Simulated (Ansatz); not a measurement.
**NiSn5, from a guessed structure to a relaxed one**

Starting from a made-up structure for NiSn5, the aim is the relaxed cell, its shortest contacts and, where a second run follows, its electronic structure.

Method: DFT, PBEsol, plane-wave PAW, files of the set soft_1, scalar-relativistic, ferromagnetic start, cell and ions relaxed at zero pressure; PAW set soft_1, in the first sound run; inputs show where later runs differ, in Ansatz 0.2.0.

### 1. Set-up

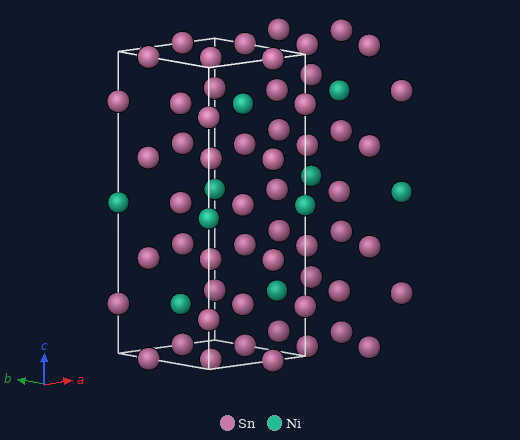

Start, viewed from a free direction; tin pink, nickel teal. 2×1×1 cells are drawn. This picture shows the conventional cell, with its axes. Some periodic images of atoms are drawn too.

### 2. Relaxing cell and atoms

The guessed cell has no reason to be at equilibrium. It is relaxed with the atoms, within the space group of the guess.

input.yaml reads:

```yaml
crystal:
  lattice:
    - [2.7305, 1.57645491, 5.283666667]
    - [-2.7305, 1.57645491, 5.283666667]
    - [0.0, -3.15290982, 5.283666667]
  atoms:
    - { symbol: Sn, position: [0.835200006, 0.835200006, 0.835200006] }
    - { symbol: Sn, position: [0.335500005, 0.0, 0.664499995] }
    - { symbol: Sn, position: [0.0, 0.664499995, 0.335500005] }
    - { symbol: Sn, position: [0.164799994, 0.164799994, 0.164799994] }
    - { symbol: Sn, position: [0.664499995, 0.335500005, 0.0] }
    - { symbol: Ni, position: [0.5, 0.5, 0.5], spin: 1.0 }
magnetization:
  spin_polarized: true
kpoints:
  mp_grid: { grid: [6, 6, 6] }
scf:
  occupations: { method: fermi_dirac, width: 0.05 }
hamiltonian:
  xc: pbesol
  pseudopotentials: { kind: paw, azcp: { folder: soft_1 }, xc_functional: pbe }
relax:
  f_tol: 0.015
  max_steps: 70
  cell: {}
output:
  forces: true
  stress: true
```

The run is started by

```console
> ansatz run input.yaml --threads 4 --pin off --max-ram 10240MiB --backend cpu --events-out ev --progress --plain --runs-dir out
```

Numbers of over 12 decimals in the logs are rounded to 6 here.

Output:

```text
Engine: ansatz 0.2.0, aarch64-unknown-linux-gnu
Pseudopotentials: kind: paw
Pseudopotential: Sn, paw, valence charge 14, recommended cutoff 420 eV (normal), soft_1/Sn.paw.azcp
Pseudopotential: Ni, paw, valence charge 18, recommended cutoff 420 eV (normal), soft_1/Ni.paw.azcp
Functional definition: PBEsol
  exchange = pbesol_x
  correlation = pbesol_c
Crystal: 6 atoms, lattice volume = 136.462 Å³
Basis set: ecut = 420 eV, 2645 PW (Γ), exchange–correlation on 90×90×90 points (8 copies of the dense FFT grid, shifted against one another)
Bands: 54, of which v1, the nominal top of the filled ones, is band 44 counted from 1 (43 counted from 0)
Symmetry: 6 space group operations
Space group: R32 (ITA 155), of the structure as read, at distance tolerance 5.1e-5 Å
Magnetic group: BNS 155.45 (UNI 1275), of the structure as read, at distance tolerance 5.1e-5 Å
k-points: 32 of 216 (time reversal used)
Non-local potential: Sn, projectors of the file, l = 0: 2, l = 1: 2, l = 2: 2, l = 3: 1
Non-local potential: Ni, projectors of the file, l = 0: 3, l = 1: 2, l = 2: 3, l = 3: 1
PAW form: soft (Blöchl's): semilocal exchange-correlation on the pseudo side does not see the compensation charge
PAW frozen core: Sn, regenerated for the run's functional, and the local potential with it (the file was generated under x = pbe(κ = 0.804, μ = 0.219515), c = pbe(β = 0.066725))
PAW frozen core: Ni, regenerated for the run's functional, and the local potential with it (the file was generated under x = pbe(κ = 0.804, μ = 0.219515), c = pbe(β = 0.066725))
PAW one-centre angular grid: Sn, 590 points (default); XC on 64 Gauss nodes
PAW one-centre angular grid: Ni, 590 points (default); XC on 64 Gauss nodes
Initial density: superposition of atomic densities (chi_scale 0.1, normalization cell)
Starting moments: Σ|m| = 1 μB on 1 of 6 sites
Initial wavefunctions: pseudopotential atomic-orbital guess
Functional: x = pbesol(κ = 0.804, μ = 0.123457), c = pbesol(β = 0.046)
iter 1 solved again at ethr=2.71e-3 eV; its pass at ethr=3.10e-3 eV (dr2=2.38e0 eV) is discarded
SCF iter   1: F=—  HF=-35551.202004 eV  |F-HF|=—  |Δ(HF+E_count)|=         —  Δρ=2.67e-2 (↑1.22e-2 ↓2.67e-2)  dr2=2.38e0  dr2_m=7.68e-2  M=0.717 μB ∫|m|=0.832 μB  β_m=0.30  ethr=2.71e-3  ⟨swp⟩=1.2  Hψ=17825  notcnv=0
Mixer restart at iter 1: flushing history
preconditioner: auto → Kerker (q_TF=auto, 2.536 Å⁻¹)  [metal: Δε(μ)=0.010 eV  Ē_g=17.436 eV  σ=0.050 eV  W_gap=0.05  n_scr=34 (ndim 8)  ℏωp=28.4 eV  f_vac=0.000  D(μ)=4.49/eV (n_scr^D=34)]
spin=Collinear: Kerker preconditioning applied to the charge; magnetization (m = ρ↑ − ρ↓) channel mixes plain (no charge-response kernel on spin).
SCF iter   2: F=—  HF=-35552.156694 eV  |F-HF|=—  |Δ(HF+E_count)|=   9.55e-1  Δρ=1.39e-2 (↑6.48e-3 ↓1.39e-2)  dr2=7.51e-1  dr2_m=7.32e-2  M=0.658 μB ∫|m|=0.797 μB  β_m=0.41  ethr=2.70e-3  ⟨swp⟩=2.1  Hψ=4655  notcnv=0
SCF iter   3: F=—  HF=-35552.619633 eV  |F-HF|=—  |Δ(HF+E_count)|=   4.63e-1  Δρ=1.97e-2 (↑3.73e-3 ↓1.97e-2)  dr2=9.44e-1  dr2_m=1.20e-1  M=0.476 μB ∫|m|=0.644 μB  β_m=0.37  ethr=8.53e-4  ⟨swp⟩=2.0  Hψ=4479  notcnv=0  defer=134
SCF iter   4: F=-35552.693449 eV  HF=-35552.981993 eV  |F-HF|=2.89e-1  |Δ(HF+E_count)|=   3.62e-1  Δρ=1.68e-2 (↑1.68e-2 ↓4.96e-3)  dr2=2.31e-1  dr2_m=6.90e-2  M=0.343 μB ∫|m|=0.530 μB  β_m=0.17  ethr=8.53e-4  ⟨swp⟩=3.0  Hψ=7142  notcnv=0  defer=134
SCF iter   5: F=-35552.839241 eV  HF=-35552.881255 eV  |F-HF|=4.20e-2  |Δ(HF+E_count)|=         —  Δρ=1.93e-2 (↑1.93e-2 ↓1.10e-2)  dr2=8.23e-2  dr2_m=2.74e-1  M=0.080 μB ∫|m|=0.199 μB  β_m=0.44  ethr=2.62e-4  ⟨swp⟩=2.1  Hψ=4780  notcnv=0  defer=135
Mixer restart at iter 5: flushing history
SCF iter   6: F=—  HF=-35552.889407 eV  |F-HF|=—  |Δ(HF+E_count)|=   8.15e-3  Δρ=1.02e-2 (↑9.92e-3 ↓1.02e-2)  dr2=3.57e-2  dr2_m=1.24e-1  M=0.058 μB ∫|m|=0.146 μB  β_m=0.72  ethr=9.35e-5  ⟨swp⟩=2.0  Hψ=6774  notcnv=0  defer=135
SCF iter   7: F=—  HF=-35552.956448 eV  |F-HF|=—  |Δ(HF+E_count)|=   6.70e-2  Δρ=1.68e-2 (↑1.68e-2 ↓1.22e-2)  dr2=7.26e-1  dr2_m=6.81e-3  M=0.027 μB ∫|m|=0.057 μB  β_m=0.41  ethr=4.06e-5  ⟨swp⟩=2.6  Hψ=7132  notcnv=0  defer=140  recentre
SCF iter   8: F=—  HF=-35552.900218 eV  |F-HF|=—  |Δ(HF+E_count)|=   5.62e-2  Δρ=4.43e-3 (↑4.43e-3 ↓3.44e-4)  dr2=1.97e-2  dr2_m=6.62e-3  M=0.022 μB ∫|m|=0.052 μB  β_m=0.74  ethr=4.06e-5  ⟨swp⟩=2.1  Hψ=7215  notcnv=0  defer=139
SCF iter   9: F=—  HF=-35552.904363 eV  |F-HF|=—  |Δ(HF+E_count)|=   4.14e-3  Δρ=6.84e-4 (↑2.70e-4 ↓6.84e-4)  dr2=4.41e-4  dr2_m=7.91e-5  M=0.005 μB ∫|m|=0.010 μB  β_m=0.87  ethr=2.24e-5  ⟨swp⟩=2.1  Hψ=5049  notcnv=0  defer=137
SCF iter  10: F=—  HF=-35552.905186 eV  |F-HF|=—  |Δ(HF+E_count)|=   8.23e-4  Δρ=8.26e-4 (↑3.97e-4 ↓8.26e-4)  dr2=1.20e-3  dr2_m=5.94e-5  M=0.003 μB ∫|m|=0.006 μB  β_m=0.87  ethr=5.01e-7  ⟨swp⟩=2.0  Hψ=6345  notcnv=0  defer=137
SCF iter  11: F=—  HF=-35552.905314 eV  |F-HF|=—  |Δ(HF+E_count)|=   1.28e-4  Δρ=7.83e-5 (↑5.55e-5 ↓7.83e-5)  dr2=1.25e-6  dr2_m=5.31e-6  M=0.001 μB ∫|m|=0.002 μB  β_m=0.84  ethr=5.01e-7  ⟨swp⟩=2.0  Hψ=6290  notcnv=0  defer=136
SCF iter  12: F=—  HF=-35552.905313 eV  |F-HF|=—  |Δ(HF+E_count)|=   3.53e-7  Δρ=1.82e-5 (↑1.82e-5 ↓7.62e-6)  dr2=7.35e-7  dr2_m=5.07e-8  M=0.000 μB ∫|m|=0.000 μB  β_m=0.92  ethr=1.42e-9  ⟨swp⟩=2.2  Hψ=6344  notcnv=0  defer=136
SCF iter  13: F=—  HF=-35552.905313 eV  |F-HF|=—  |Δ(HF+E_count)|=   7.09e-8  Δρ=4.97e-6 (↑4.97e-6 ↓1.65e-6)  dr2=5.69e-8  dr2_m=4.85e-9  M=-0.000 μB ∫|m|=0.000 μB  β_m=0.96  ethr=8.36e-10  ⟨swp⟩=2.0  Hψ=3968  notcnv=0  defer=136
SCF iter  14: F=—  HF=-35552.905313 eV  |F-HF|=—  |Δ(HF+E_count)|=   3.60e-8  Δρ=2.59e-6 (↑2.22e-6 ↓2.59e-6)  dr2=2.90e-8  dr2_m=4.58e-11  M=0.000 μB ∫|m|=0.000 μB  β_m=0.98  ethr=6.47e-11  ⟨swp⟩=2.0  Hψ=3914  notcnv=0  defer=136
SCF iter  15: F=-35552.905313 eV  HF=-35552.905313 eV  |F-HF|=3.16e-9  |Δ(HF+E_count)|=   3.39e-9  Δρ=9.34e-7 (↑7.24e-7 ↓9.34e-7)  dr2=3.47e-9  dr2_m=1.42e-11  M=0.000 μB ∫|m|=0.000 μB  ethr=3.29e-11  ⟨swp⟩=2.1  Hψ=7998  notcnv=0
at 1 of the mixer's solves, the last at iteration 3, it left a direction of its history that read negative out of its fit and stepped the other way along it
WARN: the starting moments were not kept: the SCF closed with an absolute magnetisation of 7.4e-6 μB, where they sum to 1 μB in size (1 site). That is at most 0.1 of that sum. Measured as dr2_m measures the in/out step, that magnetisation stands 7.5e-11 eV from none, at or under the dr2_threshold of 1.0e-7 eV: it is no larger than a step whose dr2_m would equal this threshold. The system may hold no moment; this SCF  [...]
[...]
the starting moments were not kept: the SCF closed with an absolute magnetisation of 2.0e-5 μB, where they sum to 1 μB in size (1 site). That is at most 0.1 of that sum. Measured as dr2_m measures the in/out step, that magnetisation stands 5.7e-10 eV from none, at or under the dr2_threshold of 6.0e-7 eV: it is no larger than a step whose dr2_m would equal this threshold.
SCF 3 converged in 8 iterations: F = -35552.943917 eV  dr2 = 3.58e-8
relax step   3: F+E_penalty+E_count = -35552.94391746 eV  Δ(F+E_penalty+E_count) = -1.629e-2 eV  max|allowed force component| = 3.543e-2 eV/Å  Δτ_max = 0.0251 Å  P = -0.111 GPa  Ω = 139.003 Å³  energy of the carried Pulay correction = -2.332e-4 eV  (8 SCF iters, dr2 threshold 6.00e-7 eV, accepted)
[...]
relax step   4: F+E_penalty+E_count = -35552.94458111 eV  Δ(F+E_penalty+E_count) = -6.637e-4 eV  max|allowed force component| = 2.819e-3 eV/Å  Δτ_max = 0.0098 Å  P = -0.012 GPa  Ω = 138.765 Å³  energy of the carried Pulay correction = -2.115e-4 eV  (9 SCF iters, dr2 threshold 1.49e-7 eV, accepted)
Initial wavefunctions: pseudopotential atomic-orbital guess (no wavefunctions were taken with the density)
iter 1 solved again at ethr=2.40e-8 eV; its pass at ethr=3.10e-3 eV (dr2=2.12e-5 eV) is discarded
SCF iter   1: F=—  HF=-35552.944735 eV  |F-HF|=—  |Δ(HF+E_count)|=         —  Δρ=9.71e-5 (↑9.71e-5 ↓9.71e-5)  dr2=1.41e-6  dr2_m=3.24e-12  M=-0.000 μB ∫|m|=0.000 μB  β_m=0.65  ethr=2.40e-8  ⟨swp⟩=4.0  Hψ=24980  notcnv=0
preconditioner: auto → Kerker (q_TF=auto, 2.442 Å⁻¹)  [metal: Δε(μ)=0.018 eV  Ē_g=17.796 eV  σ=0.050 eV  W_gap=0.09  n_scr=34 (ndim 8)  ℏωp=28.2 eV  f_vac=0.000  D(μ)=3.20/eV (n_scr^D=14)]
spin=Collinear: Kerker preconditioning applied to the charge; magnetization (m = ρ↑ − ρ↓) channel mixes plain (no charge-response kernel on spin).
SCF iter   2: F=—  HF=-35552.944788 eV  |F-HF|=—  |Δ(HF+E_count)|=   5.36e-5  Δρ=3.49e-5 (↑3.49e-5 ↓3.49e-5)  dr2=2.31e-7  dr2_m=2.14e-13  M=0.000 μB ∫|m|=0.000 μB  β_m=0.65  ethr=1.61e-9  ⟨swp⟩=1.0  Hψ=3456  notcnv=0
SCF iter   3: F=—  HF=-35552.944790 eV  |F-HF|=—  |Δ(HF+E_count)|=   1.63e-6  Δρ=2.71e-6 (↑2.71e-6 ↓2.70e-6)  dr2=1.64e-8  dr2_m=8.71e-14  M=0.000 μB ∫|m|=0.000 μB  β_m=0.63  ethr=2.62e-10  ⟨swp⟩=2.0  Hψ=3846  notcnv=0
SCF iter   4: F=—  HF=-35552.944790 eV  |F-HF|=—  |Δ(HF+E_count)|=   2.42e-8  Δρ=1.20e-6 (↑1.20e-6 ↓1.19e-6)  dr2=2.54e-9  dr2_m=4.67e-14  M=0.000 μB ∫|m|=0.000 μB  β_m=0.78  ethr=1.87e-11  ⟨swp⟩=2.0  Hψ=6284  notcnv=0
SCF iter   5: F=—  HF=-35552.944790 eV  |F-HF|=—  |Δ(HF+E_count)|=   2.56e-8  Δρ=2.42e-6 (↑2.42e-6 ↓2.41e-6)  dr2=2.41e-8  dr2_m=1.86e-14  M=0.000 μB ∫|m|=0.000 μB  β_m=0.78  ethr=2.88e-12  ⟨swp⟩=2.0  Hψ=6284  notcnv=0
SCF iter   6: F=—  HF=-35552.944790 eV  |F-HF|=—  |Δ(HF+E_count)|=   1.49e-8  Δρ=1.29e-6 (↑1.29e-6 ↓1.28e-6)  dr2=9.46e-9  dr2_m=1.42e-14  M=0.000 μB ∫|m|=0.000 μB  β_m=0.89  ethr=2.88e-12  ⟨swp⟩=2.0  Hψ=6328  notcnv=0
SCF iter   7: F=—  HF=-35552.944790 eV  |F-HF|=—  |Δ(HF+E_count)|=   7.14e-9  Δρ=8.73e-7 (↑8.73e-7 ↓8.67e-7)  dr2=4.01e-9  dr2_m=1.06e-14  M=0.000 μB ∫|m|=0.000 μB  β_m=0.95  ethr=2.88e-12  ⟨swp⟩=2.0  Hψ=4172  notcnv=0
SCF iter   8: F=—  HF=-35552.944790 eV  |F-HF|=—  |Δ(HF+E_count)|=   3.40e-9  Δρ=2.24e-7 (↑2.24e-7 ↓2.23e-7)  dr2=2.96e-10  dr2_m=1.57e-15  M=-0.000 μB ∫|m|=0.000 μB  β_m=0.97  ethr=2.88e-12  ⟨swp⟩=2.6  Hψ=6448  notcnv=0
SCF iter   9: F=—  HF=-35552.944790 eV  |F-HF|=—  |Δ(HF+E_count)|=  6.18e-10  Δρ=6.54e-8 (↑6.54e-8 ↓6.54e-8)  dr2=2.55e-11  dr2_m=4.89e-18  M=-0.000 μB ∫|m|=0.000 μB  β_m=0.99  ethr=1.00e-12  ⟨swp⟩=2.0  Hψ=4056  notcnv=0
SCF iter  10: F=-35552.944790 eV  HF=-35552.944790 eV  |F-HF|=2.91e-11  |Δ(HF+E_count)|=  6.55e-11  Δρ=3.35e-8 (↑3.35e-8 ↓3.34e-8)  dr2=6.56e-12  dr2_m=2.85e-18  M=0.000 μB ∫|m|=0.000 μB  ethr=1.00e-12  ⟨swp⟩=3.4  Hψ=11221  notcnv=0
the starting moments were not kept: the SCF closed with an absolute magnetisation of 2.9e-9 μB, where they sum to 1 μB in size (1 site). That is at most 0.1 of that sum. Measured as dr2_m measures the in/out step, that magnetisation stands 1.2e-17 eV from none, at or under the dr2_threshold of 6.0e-11 eV: it is no larger than a step whose dr2_m would equal this threshold.
SCF 5 converged in 10 iterations: F = -35552.944790 eV  dr2 = 6.56e-12
relax step   5: F+E_penalty+E_count = -35552.94479007 eV  Δ(F+E_penalty+E_count) = -2.090e-4 eV  max|allowed force component| = 2.823e-3 eV/Å  Δτ_max = 0.0000 Å  P = -0.013 GPa  Ω = 138.765 Å³  stress off target by 3.53e-2 GPa  SCF on the basis re-selected at this cell (its energy is not comparable with the rows above)  (10 SCF iters)
basis re-selected at this cell: Δ(F+E_penalty+E_count) = -2.090e-4 eV, ΔP = -0.000 GPa vs the last step (what re-selecting the basis moved, of the pressure what is left beyond the Pulay correction that the steps carried, after the strain that the cell walked since its last selection, with what the two solves' SCF thresholds leave and, on support functions, any second-order correction that the steps lacked; it is no m [...]
SCF converged after 10 iterations
Magnetization: 0.0000 μB (44.0000 up, 44.0000 down)
Absolute magnetization: 0.0000 μB (∫|ρ↑−ρ↓|, with the PAW one-centre terms)
Spin contamination: 0.0000 ħ² per cell (⟨S²⟩ above its minimum at these occupations)
Per-site moments (μB) at R_I (Å): [(-2.472080043919682e-11, 1.309463), (-1.5106513579686484e-11, 1.283637), (-1.5106596209212562e-11, 1.283637), (-2.472107583551773e-11, 1.309463), (-1.5106550695267392e-11, 1.283637), (1.9540310842699816e-9, 1.309463)]
Free energy (F): -35552.944790 eV
Harris-Foulkes:  -35552.944790 eV  (|F-HF|=2.91e-11)
Internal energy: -35552.918060 eV  (E = F + TS)
E sigma→0 (E₀):  -35552.931425 eV
Entropy (-TS):   -0.026730 eV (-4.455 meV/atom)
Fermi energy:    12.068332 eV
--- Per-component energies (eV) ---
  E_band       = -691.536321
  E_kinetic    = 1180.527588
  E_local      = -8395.798048  (includes V_loc(G=0)·N_el)
  E_nonlocal   = 625.424505
  E_hartree    = 4334.286212
  E_xc         = -736.159661
  E_vxc        = -547.539546  (∫ρ·V_xc dr)
  E_paw        = -23105.693237  (= ΣΔE_a)
  E_vpaw       = -2222.725817  (= ΣTr[D̂ρ^β])
  E_aug_tail   = 0.002363  (compensation charges beyond the density's cutoff)
  E_ewald      = -9457.129269
  E_core_change = 1.621487  (= ΣΔE_core)
  E_smearing   = -0.026730  (= −TS)
  E_closure    = -0.000000  (closes the sum)
  Σ components = -35552.944790   (vs F -35552.944790, Δ=0.00e0)
--- Forces (eV/Å), atoms counted from 1 ---
  atom   1  Sn    -0.00000000     0.00000000     0.00250978
  atom   2  Sn     0.00141129     0.00244442     0.00000000
  atom   3  Sn     0.00141129    -0.00244442     0.00000000
  atom   4  Sn    -0.00000000    -0.00000000    -0.00250978
  atom   5  Sn    -0.00282257     0.00000000     0.00000000
  atom   6  Ni    -0.00000000     0.00000000    -0.00000000
  max |Σ_I F_I| component: 1.87e-17 eV/Å
--- Stress (GPa, compression-positive) ---
       -0.001135       0.000000       0.000000
        0.000000      -0.001135       0.000000
        0.000000       0.000000      -0.035348
  P = ⅓ Tr σ = -0.0125 GPa (-0.125 kbar)
--- Relaxed structure (4 steps of the walk, 4 accepted, 1 SCFs on fresh bases) ---
  F+E_penalty+E_count = -35552.94479007 eV   max|allowed force component| = 2.823e-3 eV/Å   (the final SCF, on the basis selected at the relaxed cell)
  cell:  # Å, volume = 138.7647 Å³
    - [2.748928, 1.587094, 5.301050]
    - [-2.748928, 1.587094, 5.301050]
    - [3.925870115968926e-18, -3.174188, 5.301050]
  atoms:
    - { symbol: Sn, position: [0.835924, 0.835924, 0.835924] }
    - { symbol: Sn, position: [0.346846, -5.551115123125783e-17, 0.653154] }
    - { symbol: Sn, position: [-1.1102230246251565e-16, 0.653154, 0.346846] }
    - { symbol: Sn, position: [0.164076, 0.164076, 0.164076] }
    - { symbol: Sn, position: [0.653154, 0.346846, 0.0] }
    - { symbol: Ni, position: [0.5, 0.5, 0.5] }
```

Wall time 78 s (4 threads of Arm Neoverse V1, shared host); peak memory 0.71 GiB; 5.1 min of CPU time.

Relaxation path:

```tsv
step	energy less that of the first step (eV)	largest force component (eV/Å)	pressure (GPa)	volume (Å³)
1	0.0000	0.3738	1.21	136.46
2	-0.0223	0.1754	-0.78	140.66
3	-0.0386	0.0354	-0.11	139.00
4	-0.0393	0.0028	-0.01	138.76
5*	-0.0395	0.0028	-0.01	138.76
```

Relaxation steps marked * repeat the geometry before them on a plane-wave basis chosen anew for their cell, so energy and pressure can jump there.

Forces are held to the 6 operations that the run works with; a distortion that breaks them can't arise in this run.

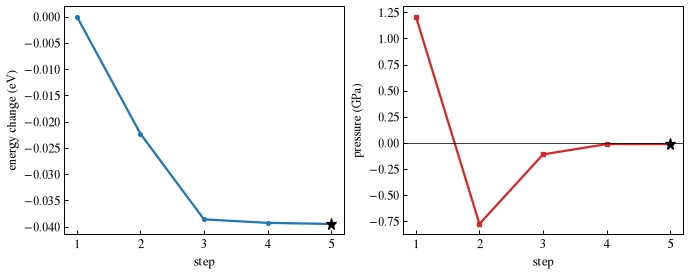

Energy and pressure along the relaxation. Stars mark steps on a basis chosen anew.

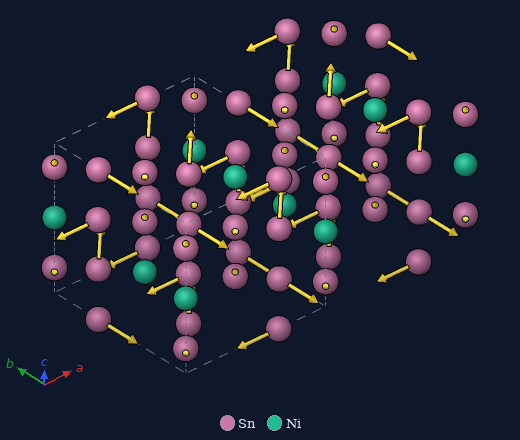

Displacements in the relaxation, exaggerated, measured against the changing cell; the longest in the cell stands for 0.06 Å. 2×1×1 conventional cells are drawn. Some periodic images of atoms are drawn too.

```tsv
conventional cell, symmetrised	before	after	change
a (Å)	5.461	5.498	+0.7 %
b (Å)	5.461	5.498	+0.7 %
c (Å)	15.851	15.903	+0.3 %
volume (Å³/atom)	22.74	23.13	+1.7 %
```

The atoms that moved most (Å, as changes of fractional coordinates times the final cell):

```tsv
atom	dx	dy	dz	length
Sn2	0.031	0.054	0.000	0.062
Sn3	0.031	-0.054	0.000	0.062
Sn5	-0.062	0.000	0.000	0.062
Sn4	0.000	0.000	-0.012	0.012
Sn1	0.000	0.000	0.012	0.012
```

The relaxed structure:

```xyz
6
Lattice="2.7489 1.5871 5.3010 -2.7489 1.5871 5.3010 0.0000 -3.1742 5.3010" Properties=species:S:1:pos:R:3 pbc="T T T"
Sn    0.0000    0.0000   13.2938
Sn    0.9535   -1.5228    5.3010
Sn   -1.7955   -0.0643    5.3010
Sn    0.0000    0.0000    2.6093
Sn    0.8420    1.5871    5.3010
Ni    0.0000    0.0000    7.9516
```

Numbers from this step:

| Item | Value |
| --- | --- |
| free energy | -35552.9448 eV |
| energy at zero smearing | -35552.9314 eV |
| smearing term TS | 0.02673 eV |
| Fermi energy | 12.07 eV |
| electrons | 88 |
| symmetry operations | 6 |
| pressure | -0.01254 GPa |

Shortest distances by pair of elements, guess and relaxed (not always the same contact):

```tsv
pair	guess (Å)	relaxed (Å)
Sn–Sn	3.143	3.112
Ni–Sn	3.153	3.174
Ni–Ni	5.461	5.498
```

The relaxation ends with a largest force component of 0.0028 eV/Å and a pressure of -0.01 GPa. No moment survives the cycle: this start ends non-magnetic.

[end of part 1 of 2]

[Logs are printed without paths, hosts, clocks, repeated set-up lines and the standing remarks that a program may print on its own settings, such as how far it seeks lower states.]

[Hosts, paths, dates, database ids (printed as entryN), source tags and the programs' standing remarks are cut or masked in the printed files.]
